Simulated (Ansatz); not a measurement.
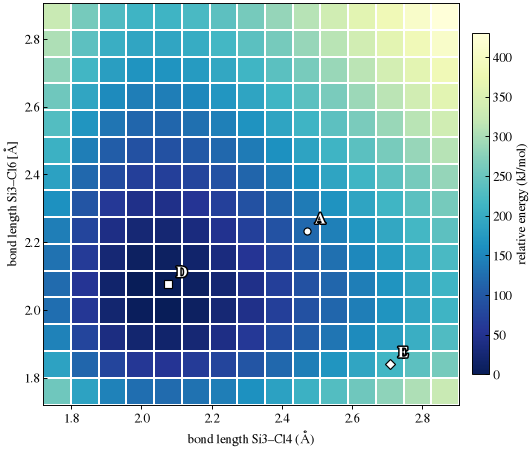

CCl₃NSi, SMILES N#C[Si](Cl)(Cl)Cl. 
- First axis: bond length Si3–Cl4. Second axis: bond length Si3–Cl6.
- Nothing is relaxed (all other coordinates rigid).
- The grid has 15 × 15 points; 120 points were computed and 105 follow by symmetry.
- Points are written as (first, second).
- Energies are in kJ/mol, from the lowest grid point.
- Theory: RKS PBE-D4/def2-SVP (Ansatz 0.2.0).

Drawn: one coloured cell a grid point, lettered points.

Is A the lowest point of the computed grid?

Answer. No. A lies 118 kJ/mol above the lowest grid point, which is at (2.076 Å, 2.076 Å).

What kind of point is each of A, D, E: minimum, saddle, maximum or slope?

Answer. A: on a slope; D: minimum; E: on a slope. (In these two coordinates alone; a stationary point may lie a little off the grid point.)

Rank the lettered points by energy, lowest first.

Answer. D (0 kJ/mol), A (118 kJ/mol), E (215 kJ/mol).
